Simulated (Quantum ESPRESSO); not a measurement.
# BaFeO3: which magnetic order is lowest, part 2 of 2

Does BaFeO3 prefer parallel or opposed moments?

Quantum ESPRESSO 7.5; LDA with U = 4.5 eV on Fe d (ortho-atomic projectors); plane waves with GBRV 1.5 LDA potentials, no spin-orbit coupling.

So far, absolute magnetization (μB): step 2 (run 1 (ferro +)) 4.29.

### 3. Run 2, typed as antiferro q=(1/2,1/2,1/2) +−

This order needs a doubled cell of 10 atoms. The wavevector q is in fractions of the reciprocal vectors of the crystal's primitive cell, as the cells of these inputs are built from it; moments change sign between cells as cos(2π q·R).

pw.in

```
&CONTROL
  calculation = 'scf'
  prefix = 'pwscf'
  outdir = './tmp'
  pseudo_dir = './pseudo'
  disk_io = 'nowf'
/
&SYSTEM
  ibrav = 0
  celldm(1) = 8
  nat = 10
  ntyp = 4
  ecutwfc = 40
  ecutrho = 280
  nbnd = 58
  occupations = 'smearing'
  smearing = 'fd'
  degauss = 0.00367493
  nspin = 2
  starting_magnetization(1) = 0
  starting_magnetization(2) = 0.25
  starting_magnetization(3) = -0.25
  starting_magnetization(4) = 0
/
&ELECTRONS
  conv_thr = 2d-08
  electron_maxstep = 150
  mixing_beta = 0.3
/
ATOMIC_SPECIES
Ba    137.3270 ba_lda_v1.uspp.F.UPF
Fe1    55.8450 fe_lda_v1.5.uspp.F.UPF
Fe2    55.8450 fe_lda_v1.5.uspp.F.UPF
O      15.9990 o_lda_v1.2.uspp.F.UPF
CELL_PARAMETERS alat
   1.8668446939339    0.0000000000000    0.0000000000000
   0.9334223469669    0.9334223469669    0.0000000000000
   0.9334223469669    0.0000000000000    0.9334223469669
ATOMIC_POSITIONS crystal
Ba      0.0000000000    0.0000000000    0.0000000000
Ba      0.5000000000    0.0000000000    0.0000000000
Fe1     0.7500000000    0.5000000000    0.5000000000
Fe2     0.2500000000    0.5000000000    0.5000000000
O       0.5000000000    0.5000000000    0.5000000000
O       0.0000000000    0.5000000000    0.5000000000
O       0.0000000000    0.0000000000    0.5000000000
O       0.5000000000    0.0000000000    0.5000000000
O       0.0000000000    0.5000000000    0.0000000000
O       0.5000000000    0.5000000000    0.0000000000
K_POINTS automatic
3 6 6 0 0 0
HUBBARD {ortho-atomic}
U Fe1-3d 4.5000
U Fe2-3d 4.5000
```

On the command line:

```bash
> OMP_NUM_THREADS=1 mpirun -n 4 pw.x -nk 4 -in pw.in > pw.out
```

The program printed:

```text
[banner, memory and clock lines left out]
Program PWSCF v.7.5 starts

     Message from routine setup:
     using ibrav=0 with symmetry is DISCOURAGED, use correct ibrav instead

     bravais-lattice index     =            0
     lattice parameter (alat)  =       8.0000  a.u.
     unit-cell volume          =     832.7882 (a.u.)^3
     number of atoms/cell      =           10
     number of atomic types    =            4
     number of electrons       =        88.00
     number of Kohn-Sham states=           58
     kinetic-energy cutoff     =      40.0000  Ry
     charge density cutoff     =     280.0000  Ry
     scf convergence threshold =      2.0E-08
     mixing beta               =       0.3000
     number of iterations used =            8  plain     mixing
     Exchange-correlation= SLA  PZ   NOGX NOGC
                           (   1   1   0   0   0   0   0)
     Hubbard projectors: ortho-atomic
     Hubbard parameters of DFT+U (Dudarev formulation) in eV:
     U(Fe1-3d) =  4.5000
     U(Fe2-3d) =  4.5000

     Internal variables: lda_plus_u =T, lda_plus_u_kind = 0

     Internal variables: orbital_resolved =F, hub_pot_fix =F, apply_U = F

     celldm(1)=   8.000000  celldm(2)=   0.000000  celldm(3)=   0.000000
     celldm(4)=   0.000000  celldm(5)=   0.000000  celldm(6)=   0.000000

     crystal axes: (cart. coord. in units of alat)
               a(1) = (   1.866845   0.000000   0.000000 )
               a(2) = (   0.933422   0.933422   0.000000 )
               a(3) = (   0.933422   0.000000   0.933422 )

     reciprocal axes: (cart. coord. in units 2 pi/alat)
               b(1) = (  0.535663 -0.535663 -0.535663 )
               b(2) = (  0.000000  1.071326  0.000000 )
               b(3) = (  0.000000  0.000000  1.071326 )

     PseudoPot. # 1 for Ba read from file:
     ba_lda_v1.uspp.F.UPF
     Pseudo is Ultrasoft + core correction, Zval = 10.0

     PseudoPot. # 2 for Fe read from file:
     fe_lda_v1.5.uspp.F.UPF
     Pseudo is Ultrasoft + core correction, Zval = 16.0

     PseudoPot. # 3 for Fe read from file:
     fe_lda_v1.5.uspp.F.UPF
     Pseudo is Ultrasoft + core correction, Zval = 16.0

     PseudoPot. # 4 for O  read from file:
     o_lda_v1.2.uspp.F.UPF
     Pseudo is Ultrasoft + core correction, Zval =  6.0

     atomic species   valence    mass     pseudopotential
     Ba               10.00   137.32700     Ba( 1.00)
     Fe1              16.00    55.84500     Fe( 1.00)
     Fe2              16.00    55.84500     Fe( 1.00)
     O                 6.00    15.99900     O ( 1.00)

     Starting magnetic structure
     atomic species   magnetization
     Ba              0.000
     Fe1             0.250
     Fe2            -0.250
     O               0.000

     48 Sym. Ops., with inversion, found (24 have fractional translation)

   Cartesian axes

     site n.     atom                  positions (alat units)
         1        Ba     tau(   1) = (   0.0000000   0.0000000   0.0000000  )
         2        Ba     tau(   2) = (   0.9334223   0.0000000   0.0000000  )
         3        Fe1    tau(   3) = (   2.3335559   0.4667112   0.4667112  )
         4        Fe2    tau(   4) = (   1.4001335   0.4667112   0.4667112  )
         5        O      tau(   5) = (   1.8668447   0.4667112   0.4667112  )
         6        O      tau(   6) = (   0.9334223   0.4667112   0.4667112  )
         7        O      tau(   7) = (   0.4667112   0.0000000   0.4667112  )
         8        O      tau(   8) = (   1.4001335   0.0000000   0.4667112  )
         9        O      tau(   9) = (   0.4667112   0.4667112   0.0000000  )
        10        O      tau(  10) = (   1.4001335   0.4667112   0.0000000  )

     number of k points=    10  Fermi-Dirac smearing, width (Ry)=  0.0037
                       cart. coord. in units 2pi/alat
        k(    1) = (   0.0000000   0.0000000   0.0000000), wk =   0.0092593
        k(    2) = (   0.0000000   0.0000000   0.1785544), wk =   0.0555556
        k(    3) = (   0.0000000   0.0000000   0.3571088), wk =   0.0555556
        k(    4) = (   0.0000000   0.0000000  -0.5356632), wk =   0.0277778
        k(    5) = (   0.0000000   0.1785544   0.1785544), wk =   0.1111111
        [... 5 further k-points ...]

     Dense  grid:    65955 G-vectors     FFT dimensions: (  80,  60,  60)

     Smooth grid:    28475 G-vectors     FFT dimensions: (  64,  45,  45)

     Check: negative core charge=   -0.000020
     Generating pointlists ...
     new r_m :   0.2723 (alat units)  2.1781 (a.u.) for type    1
     new r_m :   0.1925 (alat units)  1.5401 (a.u.) for type    2
     new r_m :   0.1925 (alat units)  1.5401 (a.u.) for type    3
     new r_m :   0.1925 (alat units)  1.5401 (a.u.) for type    4

     Initial potential from superposition of free atoms

     starting charge      85.9746, renormalised to      88.0000

     negative rho (up, down):  9.997E-02 9.997E-02

     STARTING HUBBARD OCCUPATIONS:

     =================== HUBBARD OCCUPATIONS ===================
     ------------------------ ATOM    3 ------------------------
     Tr[ns(  3)] (up, down, total) =   5.00000  0.00000  5.00000
     Atomic magnetic moment for atom   3 =   5.00000
     [... lines left out ...]
     ------------------------ ATOM    4 ------------------------
     Tr[ns(  4)] (up, down, total) =   0.00000  5.00000  5.00000
     Atomic magnetic moment for atom   4 =  -5.00000
     [... lines left out ...]
     Number of occupied Hubbard levels =   10.0000

     Atomic wfc used for Hubbard projectors are orthogonalized

     Starting wfcs are   76 randomized atomic wfcs

     Self-consistent Calculation

     iteration #  1     ecut=    40.00 Ry     beta= 0.30
     Davidson diagonalization with overlap
     ethr =  1.00E-02,  avg # of iterations =  2.0

     =================== HUBBARD OCCUPATIONS ===================
     ------------------------ ATOM    3 ------------------------
     Tr[ns(  3)] (up, down, total) =   4.52956  0.42322  4.95277
     Atomic magnetic moment for atom   3 =   4.10634
     [... lines left out ...]
     ------------------------ ATOM    4 ------------------------
     Tr[ns(  4)] (up, down, total) =   0.42321  4.52957  4.95279
     Atomic magnetic moment for atom   4 =  -4.10636
     [... lines left out ...]
     Number of occupied Hubbard levels =    9.9056

     negative rho (up, down):  9.660E-02 9.661E-02

     total energy              =    -834.53043041 Ry
     estimated scf accuracy    <       2.30223289 Ry

     total magnetization       =    -0.00 Bohr mag/cell
     absolute magnetization    =     8.37 Bohr mag/cell

     iteration #  2     ecut=    40.00 Ry     beta= 0.30
     Davidson diagonalization with overlap
     ethr =  2.62E-03,  avg # of iterations =  2.0

     negative rho (up, down):  9.536E-02 9.536E-02

     total energy              =    -834.80988180 Ry
     estimated scf accuracy    <       2.93332295 Ry

     total magnetization       =    -0.00 Bohr mag/cell
     absolute magnetization    =     6.37 Bohr mag/cell

     [... further iterations left out ...]

     iteration # 12     ecut=    40.00 Ry     beta= 0.30
     Davidson diagonalization with overlap
     ethr =  1.03E-09,  avg # of iterations =  1.0

     negative rho (up, down):  8.913E-02 8.913E-02

     total energy              =    -835.20558670 Ry
     estimated scf accuracy    <       0.00000005 Ry

     total magnetization       =    -0.00 Bohr mag/cell
     absolute magnetization    =     7.83 Bohr mag/cell

     iteration # 13     ecut=    40.00 Ry     beta= 0.30
     Davidson diagonalization with overlap
     ethr =  5.86E-11,  avg # of iterations =  2.0

     negative rho (up, down):  8.914E-02 8.914E-02

     Magnetic moment per site  (integrated on atomic sphere of radius R)
     atom   1 (R=0.272)  charge=  6.7800  magn=  0.0000
     atom   2 (R=0.272)  charge=  6.7800  magn=  0.0000
     atom   3 (R=0.193)  charge= 12.9634  magn=  3.5296
     atom   4 (R=0.193)  charge= 12.9634  magn= -3.5296
     atom   5 (R=0.193)  charge=  5.3529  magn= -0.0000
     atom   6 (R=0.193)  charge=  5.3529  magn= -0.0000
     atom   7 (R=0.193)  charge=  5.3530  magn= -0.0000
     atom   8 (R=0.193)  charge=  5.3530  magn= -0.0000
     atom   9 (R=0.193)  charge=  5.3530  magn= -0.0000
     atom  10 (R=0.193)  charge=  5.3530  magn= -0.0000

     End of self-consistent calculation

     =================== HUBBARD OCCUPATIONS ===================
     ------------------------ ATOM    3 ------------------------
     Tr[ns(  3)] (up, down, total) =   4.79872  0.98992  5.78864
     Atomic magnetic moment for atom   3 =   3.80880
     [... lines left out ...]
     ------------------------ ATOM    4 ------------------------
     Tr[ns(  4)] (up, down, total) =   0.98994  4.79872  5.78866
     Atomic magnetic moment for atom   4 =  -3.80878
     [... lines left out ...]
     Number of occupied Hubbard levels =   11.5773

     [... lines left out ...]
     the Fermi energy is    10.2147 ev

!    total energy              =    -835.20558671 Ry
     estimated scf accuracy    <          1.3E-09 Ry
     smearing contrib. (-TS)   =      -0.00261911 Ry
     internal energy E=F+TS    =    -835.20296760 Ry

     The total energy is F=E-TS. E is the sum of the following terms:
     one-electron contribution =    -407.31990312 Ry
     hartree contribution      =     254.21934223 Ry
     xc contribution           =    -156.41512907 Ry
     ewald contribution        =    -525.99848212 Ry
     Hubbard energy            =       0.31120448 Ry

     total magnetization       =    -0.00 Bohr mag/cell
     absolute magnetization    =     7.83 Bohr mag/cell

     convergence has been achieved in  13 iterations
```

Run time: 28 s. Hardware: 4 MPI ranks of AMD EPYC 9R14 (Zen 4), shared host; peak memory 1 GiB; 1.9 min of CPU time.

Spin moment in the atom's sphere by atom:

| atom | spin moment in the atom's sphere (μB) |
| --- | --- |
| Ba1 | 0.00 |
| Ba2 | 0.00 |
| Fe3 | 3.53 |
| Fe4 | -3.53 |
| O5 | 0.00 |
| O6 | 0.00 |
| O7 | 0.00 |
| O8 | 0.00 |
| O9 | 0.00 |
| O10 | 0.00 |

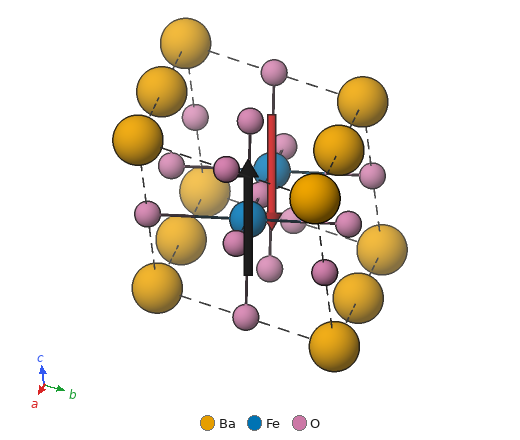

Spin moment in the atom's sphere as arrows, the longest 3.53 μB. Up and down stand for the sign. Arrows give size and sign along the axis of quantisation, drawn up and down the page. The two directions have two colours. Some periodic images of atoms are drawn too.

Read from the output:

```
smearing term TS       : 0.03563 eV
magnetization          : 0 μB
absolute magnetization : 7.834 μB
final state            : antiferromagnetic
```

### 4. Run 3 (antiferro q=(0,1/2,1/2) +−)

This order needs a doubled cell of 10 atoms.

pw.in

```
&CONTROL
  calculation = 'scf'
  prefix = 'pwscf'
  outdir = './tmp'
  pseudo_dir = './pseudo'
  disk_io = 'nowf'
/
&SYSTEM
  ibrav = 0
  celldm(1) = 8
  nat = 10
  ntyp = 4
  ecutwfc = 40
  ecutrho = 280
  nbnd = 58
  occupations = 'smearing'
  smearing = 'fd'
  degauss = 0.00367493
  nspin = 2
  starting_magnetization(1) = 0
  starting_magnetization(2) = 0.25
  starting_magnetization(3) = -0.25
  starting_magnetization(4) = 0
/
&ELECTRONS
  conv_thr = 2d-08
  electron_maxstep = 150
  mixing_beta = 0.3
/
ATOMIC_SPECIES
Ba    137.3270 ba_lda_v1.uspp.F.UPF
Fe1    55.8450 fe_lda_v1.5.uspp.F.UPF
Fe2    55.8450 fe_lda_v1.5.uspp.F.UPF
O      15.9990 o_lda_v1.2.uspp.F.UPF
CELL_PARAMETERS alat
   0.9334223469669    0.0000000000000    0.0000000000000
   0.0000000000000    1.8668446939339    0.0000000000000
   0.0000000000000    0.9334223469669    0.9334223469669
ATOMIC_POSITIONS crystal
Ba      0.0000000000    0.0000000000    0.0000000000
Ba      0.0000000000    0.5000000000    0.0000000000
Fe1     0.5000000000    0.0000000000    0.5000000000
Fe2     0.5000000000    0.5000000000    0.5000000000
O       0.0000000000    0.0000000000    0.5000000000
O       0.0000000000    0.5000000000    0.5000000000
O       0.5000000000    0.7500000000    0.5000000000
O       0.5000000000    0.2500000000    0.5000000000
O       0.5000000000    0.2500000000    0.0000000000
O       0.5000000000    0.7500000000    0.0000000000
K_POINTS automatic
6 3 6 0 0 0
HUBBARD {ortho-atomic}
U Fe1-3d 4.5000
U Fe2-3d 4.5000
```

The program printed:

```text
     [... lines left out ...]
Program PWSCF v.7.5 starts
     [... lines left out ...]
     number of atoms/cell      =           10
     [... lines left out ...]
     number of electrons       =        88.00
     number of Kohn-Sham states=           58
     kinetic-energy cutoff     =      40.0000  Ry
     charge density cutoff     =     280.0000  Ry
     scf convergence threshold =      2.0E-08
     [... lines left out ...]
     16 Sym. Ops., with inversion, found ( 8 have fractional translation)
     [... lines left out ...]
     number of k points=    24  Fermi-Dirac smearing, width (Ry)=  0.0037
     [... lines left out ...]
     iteration # 14     ecut=    40.00 Ry     beta= 0.30
     [... lines left out ...]
     Magnetic moment per site  (integrated on atomic sphere of radius R)
     atom   1 (R=0.272)  charge=  6.7814  magn=  0.0000
     atom   2 (R=0.272)  charge=  6.7814  magn= -0.0000
     atom   3 (R=0.193)  charge= 12.9518  magn=  3.5276
     atom   4 (R=0.193)  charge= 12.9518  magn= -3.5276
     atom   5 (R=0.193)  charge=  5.3541  magn=  0.0907
     atom   6 (R=0.193)  charge=  5.3541  magn= -0.0907
     atom   7 (R=0.193)  charge=  5.3566  magn=  0.0000
     atom   8 (R=0.193)  charge=  5.3566  magn=  0.0000
     atom   9 (R=0.193)  charge=  5.3566  magn=  0.0000
     atom  10 (R=0.193)  charge=  5.3566  magn=  0.0000
     [... lines left out ...]
     Tr[ns(  3)] (up, down, total) =   4.78918  0.98708  5.77626
     [... lines left out ...]
     Tr[ns(  4)] (up, down, total) =   0.98708  4.78918  5.77627
     [... lines left out ...]
     the Fermi energy is    10.2106 ev
!    total energy              =    -835.21915081 Ry
     estimated scf accuracy    <       0.00000001 Ry
     smearing contrib. (-TS)   =      -0.00291102 Ry
     [... lines left out ...]
     total magnetization       =    -0.00 Bohr mag/cell
     absolute magnetization    =     8.13 Bohr mag/cell
     convergence has been achieved in  14 iterations
```

It took 50 s on 4 MPI ranks; peak memory 1.1 GiB.

Spin moment in the atom's sphere by atom:

| atom | spin moment in the atom's sphere (μB) |
| --- | --- |
| Ba1 | 0.00 |
| Ba2 | 0.00 |
| Fe3 | 3.53 |
| Fe4 | -3.53 |
| O5 | 0.09 |
| O6 | -0.09 |
| O7 | 0.00 |
| O8 | 0.00 |
| O9 | 0.00 |
| O10 | 0.00 |

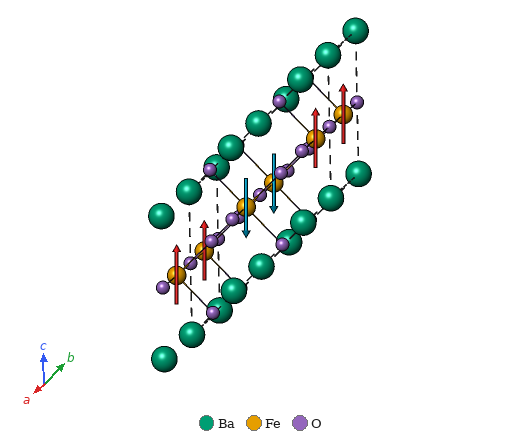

Spin moment in the atom's sphere as arrows, the longest 3.53 μB. Up and down stand for the sign. Arrows give size and sign along the axis of quantisation, drawn up and down the page. The two directions have two colours. 2×1×1 cells are drawn. Some periodic images of atoms are drawn too.

This step gave:

| Property | Result |
| --- | --- |
| smearing term TS | 0.03961 eV |
| magnetization | 0 μB |
| absolute magnetization | 8.135 μB |
| final state | antiferromagnetic |

### 5. Energies of the orders

An order is kept where moments of 0.15 μB or more survive with the typed signs; meshes match where a doubled cell samples the same k points as the first cell.

Orders:

| start | final state | typed order kept | energy over the lowest (meV a seeded atom) | largest site moment (μB) | net moment (μB a cell of the first run) | mesh matched | CPU time (s) |
| --- | --- | --- | --- | --- | --- | --- | --- |
| ferro + | ferromagnetic | yes | 0 | 3.551 | 4.085 | yes | 39.73 |
| antiferro q=(1/2,1/2,1/2) +- | antiferromagnetic | yes | 237 | 3.53 | 0 | yes | 112.2 |
| antiferro q=(0,1/2,1/2) +- | antiferromagnetic | yes | 144.7 | 3.528 | 0 | yes | 200.5 |

### 6. Couplings from the energies

E = −Σ J e·e over ordered pairs of unit vectors, so each pair counts twice. As many shells are taken as there are differences of energy, so the couplings are solved for and no residual tests the model; further shells are folded in, and shells whose pairs keep their relative signs in all orders cancel and are not probed. Couplings from the energies:

| pair | distance (Å) | neighbours an atom | J (meV) |
| --- | --- | --- | --- |
| Fe-Fe | 3.952 | 6 | 19.75 |
| Fe-Fe | 5.588 | 12 | -0.8301 |

### 7. Occupations of the corrected shells in the lowest state

Occupations of the Hubbard shells:

| block | type | shell | spin | electrons | occupation numbers |
| --- | --- | --- | --- | --- | --- |
| 2 | Fe | 3d | up | 4.784 | 0.898 0.898 0.996 0.996 0.996 |
| 2 | Fe | 3d | down | 0.9655 | 0.153 0.153 0.153 0.253 0.253 |

### 8. Summary of results

* lowest state found: ferromagnetic (from ferro +)
* largest site moment: 3.55 μB
* next state with moments: antiferromagnetic, 145 meV a seeded atom higher
* J of the weightiest shell (Fe-Fe, 3.95 Å; E = −Σ J e·e, ordered pairs): 19.7 meV

What this shows: The largest moment changes by 0.65 % between the kept orders, as for well localised moments. This is the lowest of 3 collinear or spinless starts, no proof of the ground state. The smearing term is large for its width, so states at the Fermi level are partly filled: at this level the cell is a metal or has a gap of a few widths at most.

[Logs and program files are shortened in this print: banners, set-up blocks, solver, clock and traceback lines can be left out without a mark of their own.]

[Logs are printed without paths, hosts, clocks, repeated set-up lines and the standing remarks that a program may print on its own settings, such as how far it seeks lower states.]

[Hosts, paths, dates, database ids (printed as entryN), source tags and the programs' standing remarks are cut or masked in the printed files.]

[Where a cell is said to come from a database of computed structures, the database is the Materials Project.]
